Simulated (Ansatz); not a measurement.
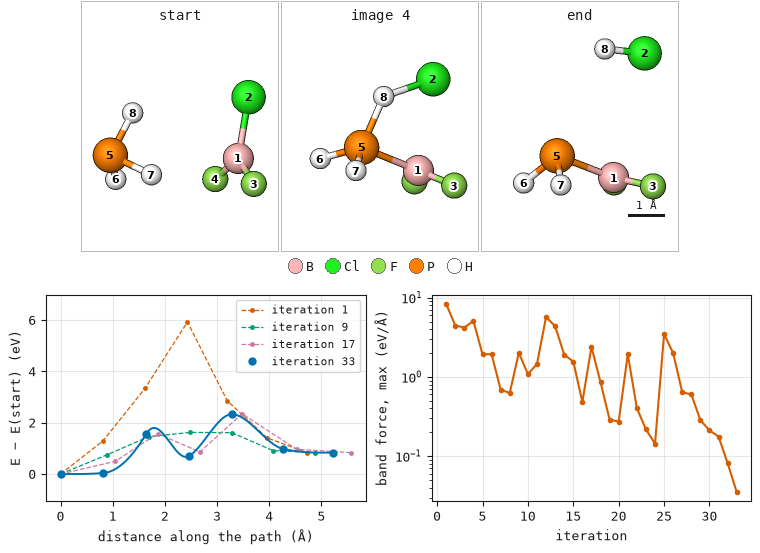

A search for the minimum-energy path of BPH₃ClF₂, made up at the start of BClF2 and PH3 by the nudged elastic band. Images are numbered from 0 (start) to 6 (end). The plot follows the band through its iterations. A ball-and-stick model, seen at a tilt.

The calculation used Ansatz, RHF/def2-SVP. Set-up: 5 movable images; climbing image; force threshold 0.05 eV/Å; iteration limit 60; starting path through a guess of the saddle point.

Judge this run.

The run is converged, with reservations. The band converged in 33 iterations. The largest component of the band force went from 8.3 to 0.035 eV/Å. The climbing image converged on the top of the path. Its vibrational analysis gives one imaginary mode (1368i cm⁻¹), as a transition state must have. The first iteration put the highest image at 5.93 eV. The highest point, image 4, lies 2.33 eV above the start and 1.49 eV above the end; the end is at +0.84 eV relative to the start. The profile has 2 maxima (images 2, 4) with a dip at image 3 (+0.70 eV), so the process runs in steps.

Limits of the set-up: the start holds two separate molecules, 3.3 Å apart at their closest, whose relative position is a soft coordinate and is computed without a dispersion correction; Hartree-Fock leaves out electron correlation.

The run took 4.6 min on 1 thread of Arm Neoverse V1 (shared host), peak memory 0.18 GiB.
